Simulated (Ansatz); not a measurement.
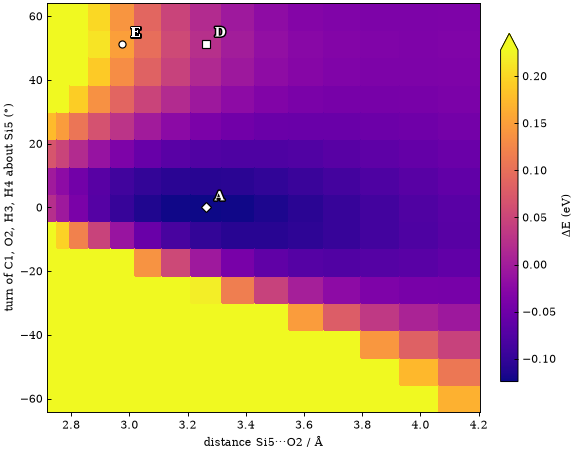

The pair CH₂O···FH₃Si. The turn is about an axis along (0.96, −0.28, −0.02) in the frame of the relaxed pair, normal to the line between the partners. First axis: distance Si5···O2. Second axis: turn of C1, O2, H3, H4 about Si5. The scan uses a 15 × 15 grid. Points are written as (first, second). All energies are given in eV relative to the two partners far apart, frozen as in the relaxed pair, each in its own basis (no counterpoise correction). Energies and slopes of some neighbouring points disagree (a jump in structure or state, or too coarse a mesh). Method: RHF/def2-SVPD (Ansatz 0.2.0).

The picture shows one coloured cell a grid point, one colour for all values above the top of the scale, lettered points.

> Is A the lowest point of the computed grid?

Yes. A, at (3.264 Å, 0.0°), has the lowest energy of the grid.

> Rank the lettered points by energy, lowest first.

A (−0.12 eV), D (0.024 eV), E (0.15 eV).
